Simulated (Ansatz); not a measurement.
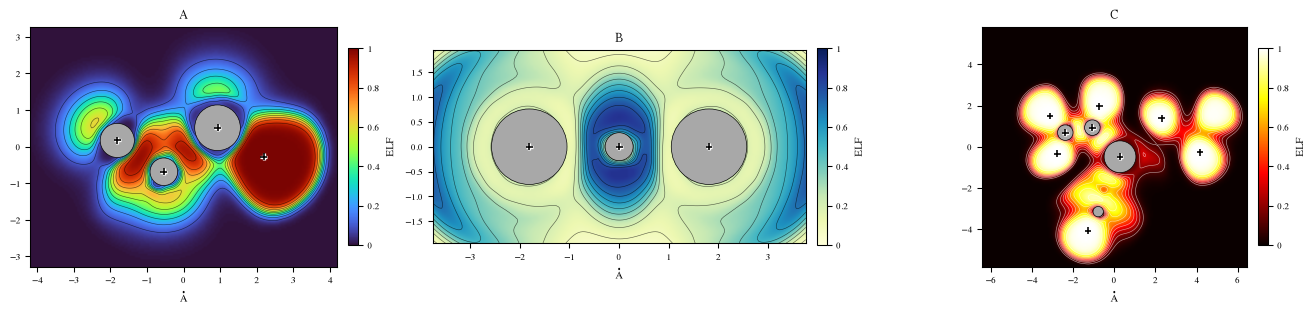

The electron localisation function of 3 systems, each on a plane through atoms (crosses mark nuclei in the plane; grey discs cover the cores).

The calculation used Ansatz 0.2.0, RKS PBE0-D4/def2-TZVP.

System 1: C10H19GeN (Ge(vinyl)3(NEt2)), the plane of atoms C7, C8 and H11. Geometry: PBE0-D4/def2-SVP.

```xyz
31

Ge    0.2660    0.6493    0.3028
C     0.2876    0.6244    2.2437
C     1.3820    0.8906    2.9632
H    -0.6505    0.3902    2.7632
H     2.3390    1.1289    2.4840
H     1.3759    0.8867    4.0595
C     2.1041    0.6266   -0.3512
C     2.7177    1.7069   -0.8448
H     2.6534   -0.3236   -0.3203
H     2.2138    2.6794   -0.9000
H     3.7485    1.6757   -1.2178
C    -0.6139    2.2453   -0.3638
C    -0.9296    3.2737    0.4299
H    -0.8285    2.3253   -1.4374
H    -0.7281    3.2532    1.5076
H    -1.4034    4.1833    0.0425
N    -0.6845   -0.8283   -0.2427
C    -0.3457   -2.1205    0.3179
C    -1.5230   -2.8126    0.9929
C    -1.3546   -0.8410   -1.5246
C    -0.4398   -1.0441   -2.7289
H     0.4577   -1.9883    1.0638
H     0.0834   -2.7935   -0.4530
H    -1.9083   -2.1977    1.8204
H    -2.3519   -2.9780    0.2871
H    -1.2288   -3.7951    1.3951
H    -2.1302   -1.6290   -1.5161
H    -1.9129    0.1034   -1.6457
H     0.2932   -0.2252   -2.8104
H     0.1266   -1.9855   -2.6492
H    -1.0155   -1.0804   -3.6677
```

System 2: OZn2, a plane that holds the molecular axis. Geometry: PBE-D4/def2-TZVP.

```xyz
3

Zn   -1.7969   -0.2126   -0.0077
Zn    1.7968    0.2128    0.0077
O     0.0000   -0.0002    0.0000
```

System 3: CH7BSi, the plane of atoms C4, Si5 and H10. Geometry: PBE0-D4/def2-TZVP.

```xyz
10

B     0.7139    1.1897   -0.6515
H     1.9036    1.2026   -0.5076
H     0.1160    2.2269   -0.5969
C    -0.0378   -0.1363   -0.8136
Si   -0.4689   -0.7379    0.9324
H    -1.0059   -0.0586   -1.3184
H     0.5535   -0.9521   -1.2410
H     0.7609   -0.9554    1.7374
H    -1.3322    0.2465    1.6350
H    -1.2031   -2.0255    0.8242
```

Which map belongs to which system?

Answer. Panel A is system 3, CH7BSi: the plane holds B, C, Si and H. C–B (1.53 Å): the ELF peaks at about 0.95 between the atoms (localised, covalent bonding). Panel B is system 2, OZn2: the plane holds Zn and O. Zn–O (1.81 Å): the ELF peaks at about 0.75 in the valence shell of O, 0.6 Å from its nucleus, and is about 0.15 at the midpoint. Panel C is system 1, C10H19GeN: the plane holds Ge, C and H. C–C (1.34 Å): the ELF peaks at about 0.90 between the atoms; a short, multiple covalent bond.
